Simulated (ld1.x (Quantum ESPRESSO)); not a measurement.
# Run report: Au, pseudopotential generation (part 2 of 2)

Continued. System: gold (Au, Z = 79), core [Xe] 4f14, reference valence 5d10 6s1 6p0, valence charge 11. Method: TM potential, PBE, scalar-relativistic, made with ld1.x (Quantum ESPRESSO) 7.5.

## Output of the test run (extracts), continued
```
     ---------------------- Testing the pseudopotential ----------------------

     Au
     scalar relativistic calculation

     atomic number is 79.00   valence charge is 11.00
     dft =PBE   lsd =0 sic =0 latt =0  beta=0.20 tr2=1.0E-14
     mesh =1279 r(mesh) = 100.03820 xmin = -7.00 dx = 0.01250

     n l     nl             e AE (Ry)        e PS (Ry)    De AE-PS (Ry)
     3 2     5D   1( 9.00)       -0.80785       -1.30256        0.49471  !
     1 0     6S   1( 1.00)       -0.59863       -1.05375        0.45512  !
     2 1     6P   1( 1.00)       -0.15364       -0.15364        0.00000

     eps = 5.3E-15  iter = 21

     Etot =  -38023.199732 Ry,  -19011.599866 Ha, -517331.987110 eV
     Etotps =  -112.453369 Ry,     -56.226684 Ha,   -1530.006027 eV
     dEtot_ae =       0.551003 Ry
     dEtot_ps =       0.738888 Ry,   Delta E=      -0.187885 Ry

     Ekin =      47.531553 Ry,      23.765776 Ha,     646.699721 eV
     Encl =    -156.657829 Ry,     -78.328915 Ha,   -2131.438348 eV
     Ehrt =      55.733037 Ry,      27.866519 Ha,     758.286601 eV
     Ecxc =     -59.903055 Ry,     -29.951527 Ha,    -815.022582 eV
     (Ecc =     -45.374293 Ry,     -22.687146 Ha,    -617.348703 eV)
     Epseu=       0.842925 Ry,       0.421463 Ha,      11.468581 eV

     ---------------------- End of pseudopotential test ----------------------

     ---------------------- Testing the pseudopotential ----------------------

     Au
     scalar relativistic calculation

     atomic number is 79.00   valence charge is 11.00
     dft =PBE   lsd =0 sic =0 latt =0  beta=0.20 tr2=1.0E-14
     mesh =1279 r(mesh) = 100.03820 xmin = -7.00 dx = 0.01250

     n l     nl             e AE (Ry)        e PS (Ry)    De AE-PS (Ry)
     3 2     5D   1( 7.00)       -4.04126       -4.07692        0.03566  !
     1 0     6S   1( 0.00)       -3.27766       -3.28883        0.01117  !
     2 1     6P   1( 0.00)       -2.46625       -2.46625        0.00000

     eps = 5.5E-15  iter =  7

     Etot =  -38015.503773 Ry,  -19007.751887 Ha, -517227.278257 eV
     Etotps =  -104.907086 Ry,     -52.453543 Ha,   -1427.333622 eV
     dEtot_ae =       8.246962 Ry
     dEtot_ps =       8.285171 Ry,   Delta E=      -0.038209 Ry

     Ekin =      42.760102 Ry,      21.380051 Ha,     581.780823 eV
     Encl =    -122.557656 Ry,     -61.278828 Ha,   -1667.481863 eV
     Ehrt =      31.958794 Ry,      15.979397 Ha,     434.821548 eV
     Ecxc =     -57.068326 Ry,     -28.534163 Ha,    -776.454130 eV
     (Ecc =     -45.374293 Ry,     -22.687146 Ha,    -617.348703 eV)

     ---------------------- End of pseudopotential test ----------------------

     ---------------------- Testing the pseudopotential ----------------------

     Au
     scalar relativistic calculation

     atomic number is 79.00   valence charge is 11.00
     dft =PBE   lsd =0 sic =0 latt =0  beta=0.20 tr2=1.0E-14
     mesh =1279 r(mesh) = 100.03820 xmin = -7.00 dx = 0.01250

     n l     nl             e AE (Ry)        e PS (Ry)    De AE-PS (Ry)
     3 2     5D   1( 9.00)       -1.29887       -1.30256        0.00369
     1 0     6S   1( 1.00)       -1.05448       -1.05375       -0.00073
     2 1     6P   1( 0.00)       -0.54241       -0.54241        0.00000

     eps = 5.3E-15  iter = 10

     Etot =  -38022.859664 Ry,  -19011.429832 Ha, -517327.360245 eV
     Etotps =  -112.299735 Ry,     -56.149867 Ha,   -1527.915729 eV
     dEtot_ae =       0.891072 Ry
     dEtot_ps =       0.892522 Ry,   Delta E=      -0.001451 Ry

     Ekin =      47.685187 Ry,      23.842594 Ha,     648.790022 eV
     Encl =    -156.657830 Ry,     -78.328915 Ha,   -2131.438357 eV
     Ehrt =      55.733038 Ry,      27.866519 Ha,     758.286608 eV
     Ecxc =     -59.903055 Ry,     -29.951528 Ha,    -815.022584 eV
     (Ecc =     -45.374293 Ry,     -22.687146 Ha,    -617.348703 eV)
     Epseu=       0.842925 Ry,       0.421463 Ha,      11.468582 eV

     ---------------------- End of pseudopotential test ----------------------

     ---------------------- Testing the pseudopotential ----------------------

     Au
     scalar relativistic calculation

     atomic number is 79.00   valence charge is 11.00
     dft =PBE   lsd =0 sic =0 latt =0  beta=0.20 tr2=1.0E-14
     mesh =1279 r(mesh) = 100.03820 xmin = -7.00 dx = 0.01250

     n l     nl             e AE (Ry)        e PS (Ry)    De AE-PS (Ry)
     3 2     5D   1(10.00)       -0.66180       -0.66202        0.00022
     1 0     6S   1( 0.00)       -0.53951       -0.54001        0.00050
     2 1     6P   1( 1.00)       -0.13377       -0.13393        0.00015

     eps = 2.6E-15  iter = 12

     Etot =  -38023.364987 Ry,  -19011.682494 Ha, -517334.235523 eV
     Etotps =  -112.806221 Ry,     -56.403111 Ha,   -1534.806830 eV
     dEtot_ae =       0.385748 Ry
     dEtot_ps =       0.386036 Ry,   Delta E=      -0.000288 Ry

     Ekin =      50.037990 Ry,      25.018995 Ha,     680.801540 eV
     Encl =    -164.814800 Ry,     -82.407400 Ha,   -2242.419586 eV
     Ehrt =      62.389359 Ry,      31.194679 Ha,     848.850468 eV
     Ecxc =     -60.561753 Ry,     -30.280877 Ha,    -823.984633 eV
     (Ecc =     -45.374293 Ry,     -22.687146 Ha,    -617.348703 eV)
     Epseu=       0.142983 Ry,       0.071491 Ha,       1.945380 eV

     ---------------------- End of pseudopotential test ----------------------
```

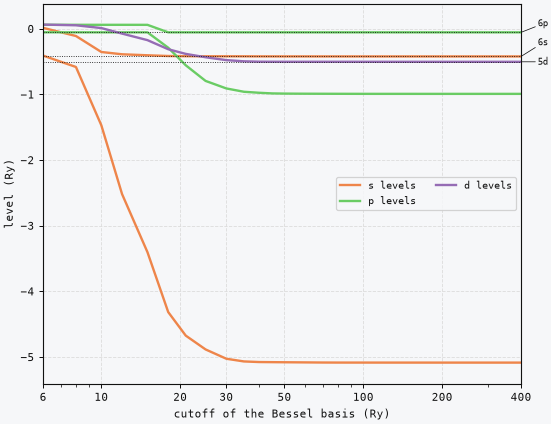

**Figure 2.** The pseudo-atom Hamiltonian at the reference potential is diagonalised in spherical Bessel functions (20 bohr box) up to the cutoff. Curves: the lowest levels of each channel that holds a bound state. Dotted lines: the all-electron valence levels.

- Ghost states: below the valence levels: s at -69.2 eV, p at -13.5 eV. A ghost is a state of the pseudo-atom that lies below a valence level of its channel, or is bound in a channel without one, and matches no all-electron valence level; bound levels above the valence ones can be real empty states. In Ry: s -5.09, p -0.99.
- Onset of the ghost: the lowest s curve lies clearly below the lowest valence level of its channel from about 8 Ry on and ends at -5.09 Ry.
- All-electron valence levels: 6s: -0.42 Ry; 6p: -0.06 Ry; 5d: -0.51 Ry.

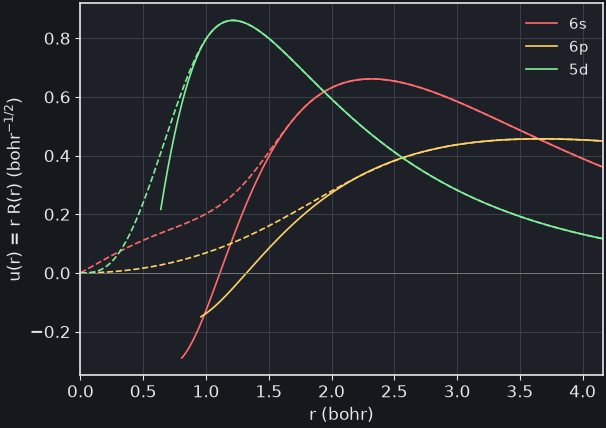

**Figure 3.** All-electron valence functions (solid) with their pseudo partners (dashed). The innermost oscillations of some all-electron curves aren't drawn. Reference configuration 5d10 6s1 6p0.

- Matching radii: 6s at 1.84 bohr; 6p at 3.16 bohr; 5d at 1.14 bohr. The curves merge smoothly, so the plot gives these only roughly.
- Nodes of the pseudo-waves: 6s has no node; 6p has no node; 5d has no node.
- Cutoffs needed: 45 Ry (loose) and 140 Ry (tight), as the cutoffs, on a coarse ladder, from which the occupation-weighted sum of valence levels, in a spherical-Bessel basis at the reference potential, stays within 10 and 1 mRy of its value at 400 Ry. The potential isn't sound: its ghost test gives ghost states below the valence levels: s at -69.2 eV, p at -13.5 eV.

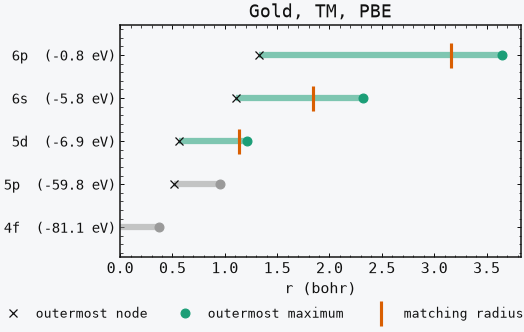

**Figure 4.** Outer shells of the all-electron reference atom: each bar runs from the outermost node (or the nucleus) to the outermost maximum of u(r); the tick is the radius chosen for the pseudo-wave. Shells without a tick have no pseudo-wave of their own. Levels, nodes and maxima are from ld1.x, scalar-relativistic.

- Radii against the shells: 5d: 1.14 bohr, between node and maximum; 6s: 1.84 bohr, between node and maximum; 6p: 3.16 bohr, between node and maximum.

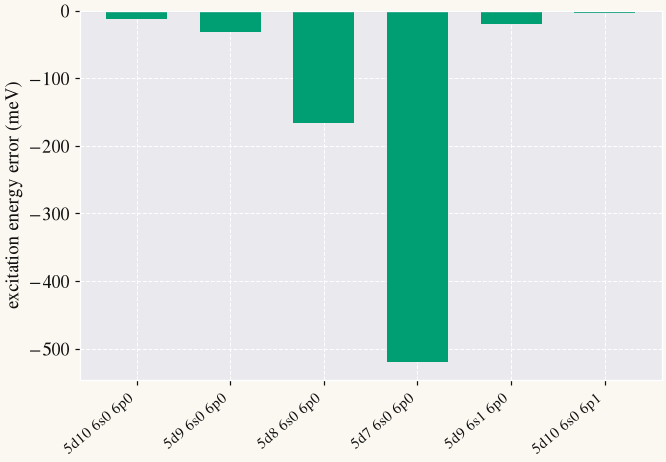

**Figure 5.** Errors, all-electron minus pseudo, of the energies of valence configurations relative to the unpolarised reference 5d10 6s1 6p0. Not all tests gave a result: 1 of 7 tests not solved.

- Worst configuration: 5d7 6s0 6p0 (charge +4): the error is -520 meV on an all-electron energy of +112.21 eV relative to the reference, or 0.46 %.
- Errors in meV: 5d10 6s0 6p0: -13; 5d9 6s0 6p0: -31; 5d8 6s0 6p0: -166; 5d7 6s0 6p0: -520; 5d9 6s1 6p0: -20; 5d10 6s0 6p1: -3.9.

## Results in brief

- outcome: generated, with a ghost state
- cutoffs needed: 45 Ry and 140 Ry (the cutoffs, on a coarse ladder, from which the occupation-weighted sum of valence levels, in a spherical-Bessel basis at the reference potential, stays within 10 and 1 mRy of its value at 400 Ry); ghost states and empty shells don't enter this sum
- ghost test: ghost states below the valence levels: s at -69.2 eV, p at -13.5 eV (spherical-Bessel basis up to 400 Ry, 20 bohr box)
- configuration tests: 1 of 7 tests not solved
- largest excitation error among the tests solved: -520 meV (all-electron minus pseudo) for 5d7 6s0 6p0
- range over which the phases arctan(r u′/u) at the test radius agree within 0.05 rad (a looser test near the poles than one of phase shifts): s: up to about 1.5 Ry; d: up to about 4.8 Ry; f: up to about 3.0 Ry; p: not judged, the stored energies step over a narrow level
- wall time: 2.1 s

## Notes

The potential has a bound ghost state, so it can't be used as it stands. An excitation error of 520 meV in its own tests makes this a poorly transferable potential.
